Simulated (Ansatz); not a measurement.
# HfNH3Cl3F: frequency calculation

- system: HfNH3Cl3F
- method: RKS PBE/def2-SVP (Ansatz 0.2.0)

It belongs to a series of runs on one base structure; here: vibrations at the highest image of the band.

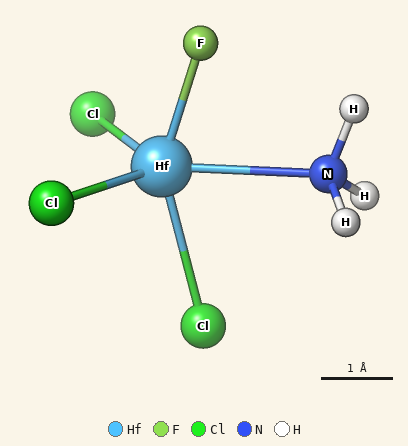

Figure 1. The structure as given in the input (ball-and-stick view, seen at a tilt). Sticks mark near contacts. Bond lengths as drawn: Cl–Hf 2.36 to 2.43 Å, F–Hf 1.95 Å, Hf–N 2.38 Å and H–N 1.03 Å.

### Input file
```yaml
crystal:
  periodic: [false, false, false]
  atoms:
    - { symbol: Hf, position_ang: [-0.26596, 0.359307, -0.051931] }
    - { symbol: F, position_ang: [0.064285, 1.011174, 1.751814] }
    - { symbol: Cl, position_ang: [1.766337, -0.802716, -0.334782] }
    - { symbol: Cl, position_ang: [-0.338429, 2.448842, -1.141891] }
    - { symbol: Cl, position_ang: [-1.641301, -0.91675, -1.589411] }
    - { symbol: "N", position_ang: [-2.055933, -0.431664, 1.309247] }
    - { symbol: H, position_ang: [-2.175071, -1.453951, 1.248971] }
    - { symbol: H, position_ang: [-2.963825, -0.037915, 1.018905] }
    - { symbol: H, position_ang: [-1.900404, -0.176326, 2.296476] }
basis:
  gaussian: { orbitals: def2-SVP }
hamiltonian:
  xc: pbe
phonons: {}
```

Run as:
```bash
ansatz run input.yaml --threads 4 --pin off --max-ram 5120MiB --backend cpu --events-out ev --progress --plain --runs-dir out
```

### The program's output
```
Engine: ansatz 0.2.0, aarch64-unknown-linux-gnu
Functional definition: PBE
  parameter kappa = 0.804
  parameter beta = 0.06672455060314922
  exchange = pbe_x(kappa = kappa, mu = beta*pi^2/3)
  correlation = pbe_c(beta = beta)
1393 factors; their error is unknown
mean field evaluation 1: about -43098.3770 eV, gradient 6.4e1 eV
mean field evaluation 2: about -43044.6341 eV, gradient 1.8e2 eV
mean field evaluation 4: about -43105.6628 eV, gradient 1.6e1 eV
mean field evaluation 8: about -43106.0984 eV, gradient 1.0e-1 eV
mean field evaluation 16: about -43105.9860 eV, gradient 1.6e-3 eV
mean field -43105.98596184 eV, -1584.1157658109 hartree, gradient 5.6e-5 eV, S^2 0.000000; 0 other end points of the search recorded, 0 dependent functions left out
the calculation of the forces begins
reference -43105.98604242 eV, -1584.1157687721 hartree; 41, 41 occupied and 88, 88 virtual orbitals, 1393 factors
these checks for a lower state are left out or cut short: stability, starts, cluster_reference, orbital_swaps, neighbouring_geometries, increment
1393 factors; their error is unknown
mean field -43105.98588961 eV, -1584.1157631564 hartree, gradient 1.1e-6 eV, S^2 0.000000; 0 other end points of the search recorded, 0 dependent functions left out
[... from here on the field's lines of each further geometry are left out, up to the last ...]
the calculation of the forces begins
reference -43105.98590880 eV, -1584.1157638618 hartree; 41, 41 occupied and 88, 88 virtual orbitals, 1393 factors
these checks for a lower state are left out or cut short: stability, starts, cluster_reference, orbital_swaps, neighbouring_geometries, increment
1393 factors; their error is unknown
mean field -43105.98586002 eV, -1584.1157620692 hartree, gradient 1.1e-6 eV, S^2 0.000000; 0 other end points of the search recorded, 0 dependent functions left out
the calculation of the forces begins
reference -43105.98594060 eV, -1584.1157650305 hartree; 41, 41 occupied and 88, 88 virtual orbitals, 1393 factors
WARN: phonons: modes at or below zero, which the zero-point energy, F, S and C_V leave out: 2, the lowest at -67.83 cm⁻¹. A minimum has none, and a first-order saddle one
Total energy: -43105.98604242 eV, -1584.1157687721 hartree
Atom 0 at    -0.265960     0.359307    -0.051931 Å, force    -0.000113     0.001915     0.000663 eV/Å
Atom 1 at     0.064285     1.011174     1.751814 Å, force    -0.001414     0.002558    -0.001290 eV/Å
Atom 2 at     1.766337    -0.802716    -0.334782 Å, force    -0.000557    -0.002292    -0.001809 eV/Å
Atom 3 at    -0.338429     2.448842    -1.141891 Å, force     0.000521     0.001888     0.002046 eV/Å
Atom 4 at    -1.641301    -0.916750    -1.589411 Å, force     0.001408    -0.002836     0.001638 eV/Å
Atom 5 at    -2.055933    -0.431664     1.309247 Å, force     0.005776    -0.005381     0.004130 eV/Å
Atom 6 at    -2.175071    -1.453951     1.248971 Å, force    -0.002717     0.002329    -0.002031 eV/Å
Atom 7 at    -2.963825    -0.037915     1.018905 Å, force     0.000300     0.001123     0.003245 eV/Å
Atom 8 at    -1.900404    -0.176326     2.296476 Å, force    -0.003204     0.000695    -0.006591 eV/Å
Dipole moment:    -0.897471    -0.354155     0.822564 e Å
Vibrations: -67.83 -35.88 83.34 103.48 114.55 142.22 165.16 226.61 315.03 346.76 365.69 370.99 555.46 590.62 641.27 1177.73 1560.73 1566.68 3364.30 3484.87 3490.64 cm⁻¹, zero-point energy 1.157152 eV
```

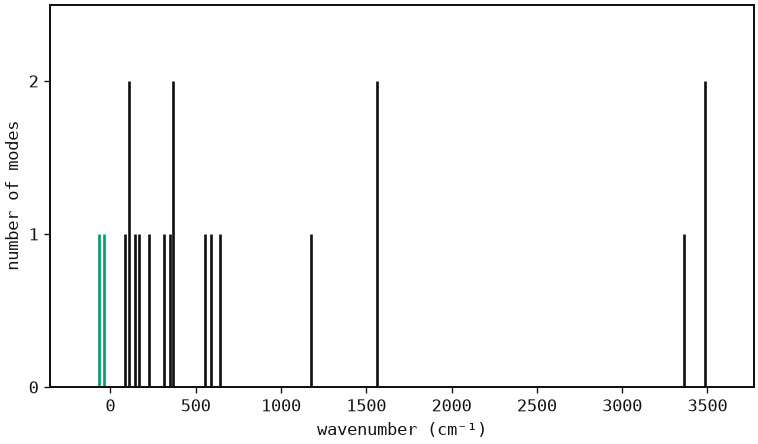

Figure 2. Harmonic vibrational wavenumbers from the force constants; neighbouring modes closer than 16 cm⁻¹ are counted in one stick, and imaginary ones are drawn at negative wavenumbers. 21 modes from 68i to 3491 cm⁻¹, 2 imaginary beyond 8i (68i, 36i cm⁻¹): not a minimum.

### Results in brief

| quantity | value |
| --- | --- |
| outcome | converged |
| total energy | −43105.9860 eV |
| mean-field energy | −43105.9860 eV |
| largest force (length of the vector) | 0.009 eV/Å |
| hardware | 4 threads of Arm Neoverse V1, 24 GiB of memory available, shared host |
| wall time | 72 s (CPU time 4.5 min) |
| peak memory | 0.2 GiB |
